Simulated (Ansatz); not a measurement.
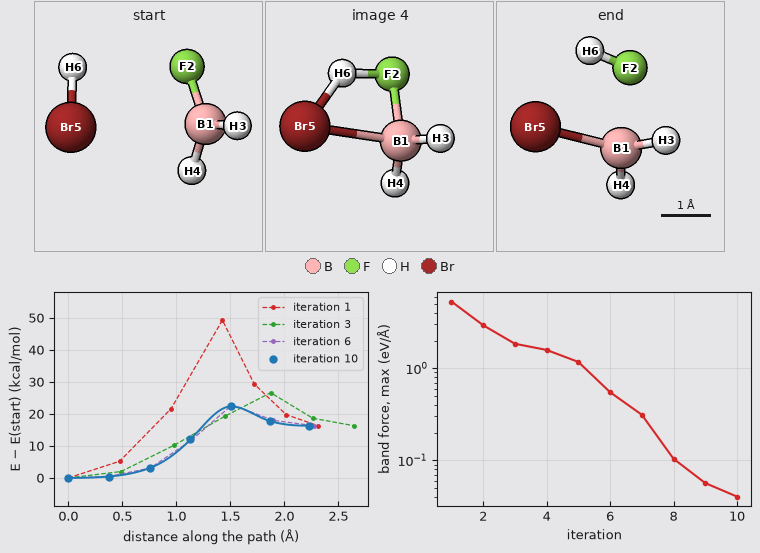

NEB run on BH3BrF, made up at the start of BH2F and HBr. Images are numbered from 0 (start) to 6 (end). The plot follows the band through its iterations. Style: ball-and-stick. Shown at a tilt.

Theory: RKS B3LYP-D4/def2-SVP in Ansatz.

Input
```yaml
crystal:
  periodic: [false, false, false]
  atoms:
    - { symbol: B, position_ang: [-0.008345, 0.313797, -0.077704] }
    - { symbol: F, position_ang: [-0.015054, 0.654005, 1.205024] }
    - { symbol: H, position_ang: [1.060226, 0.236688, -0.631469] }
    - { symbol: H, position_ang: [-1.073275, 0.164696, -0.623693] }
    - { symbol: Br, position_ang: [0.10041, -2.737603, 0.940508] }
    - { symbol: H, position_ang: [0.080738, -1.914783, 2.109634] }
basis:
  gaussian: { orbitals: def2-SVP }
hamiltonian:
  xc: b3lyp
  dispersion: d4
neb:
  order_check: false
  images: 5
  f_tol: 0.05
  max_iterations: 60
  final_atoms:
    - { symbol: B, position_ang: [0.01658862, -0.41448236, -0.15618024] }
    - { symbol: F, position_ang: [0.0069141, 0.13425976, 1.7275488] }
    - { symbol: H, position_ang: [1.05798311, 0.0845804, -0.47044381] }
    - { symbol: H, position_ang: [-1.05933955, 0.01224717, -0.46051388] }
    - { symbol: Br, position_ang: [0.08463845, -2.35518273, 0.21548427] }
    - { symbol: H, position_ang: [0.03791527, -0.74462224, 2.06640485] }
  initial_path:
    images:
      - { positions_ang: [[-0.008345, 0.313797, -0.077704], [-0.015054, 0.654005, 1.205024], [1.060226, 0.236688, -0.631469], [-1.073275, 0.164696, -0.623693], [0.10041, -2.737603, 0.940508], [0.080738, -1.914783, 2.109634]] }
      - { positions_ang: [[-0.0061442, 0.21049822, -0.05029991], [-0.01052628, 0.43273759, 1.36150003], [1.04970261, 0.16176366, -0.61785056], [-1.05962821, 0.11167972, -0.61257191], [0.10124703, -2.56515851, 0.86839603], [0.07004905, -1.63472068, 1.97312632]] }
      - { positions_ang: [[-0.00394339, 0.10719945, -0.02289581], [-0.00599857, 0.21147018, 1.51797605], [1.03917922, 0.08683931, -0.60423211], [-1.04598142, 0.05866343, -0.60145081], [0.10208407, -2.39271402, 0.79628405], [0.05936009, -1.35465835, 1.83661863]] }
      - { positions_ang: [[-0.00174259, 0.00390067, 0.00450828], [-0.00147085, -0.00979724, 1.67445208], [1.02865582, 0.01191497, -0.59061367], [-1.03233463, 0.00564715, -0.59032972], [0.1029211, -2.22026952, 0.72417208], [0.04867114, -1.07459603, 1.70011095]] }
      - { positions_ang: [[0.00436782, -0.13556034, -0.04905456], [0.00132413, 0.03822176, 1.69215099], [1.03843159, 0.03613678, -0.55055705], [-1.04133627, 0.00784715, -0.54705777], [0.09682688, -2.26524059, 0.55460948], [0.04508585, -0.96460477, 1.82220892]] }
      - { positions_ang: [[0.01047822, -0.27502135, -0.1026174], [0.00411911, 0.08624076, 1.70984989], [1.04820735, 0.06035859, -0.51050043], [-1.05033791, 0.01004716, -0.50378582], [0.09073267, -2.31021166, 0.38504687], [0.04150056, -0.8546135, 1.94430688]] }
      - { positions_ang: [[0.01658862, -0.41448236, -0.15618024], [0.0069141, 0.13425976, 1.7275488], [1.05798311, 0.0845804, -0.47044381], [-1.05933955, 0.01224717, -0.46051388], [0.08463845, -2.35518273, 0.21548427], [0.03791527, -0.74462224, 2.06640485]] }
```

Run as
```bash
ansatz run input.yaml --threads 1 --pin off --max-ram 2048MiB --backend cpu --events-out ev --progress --plain --runs-dir out
```

How did the profile develop, and is the result final?

Answer. The result is final at these settings. The band converged in 10 iterations. The largest component of the band force went from 5.3 to 0.04 eV/Å. The climbing image converged on the top of the path. Its vibrational analysis gives one imaginary mode (891i cm⁻¹), as a transition state must have. The first iteration put the highest image at 49.3 kcal/mol. The energy climbs by 22.3 kcal/mol to image 4 and then falls by 6.0 kcal/mol, so the end point sits at +16.3 kcal/mol.

Limits of the set-up: the start holds two separate molecules, 2.7 Å apart at their closest, whose relative position is a soft coordinate.
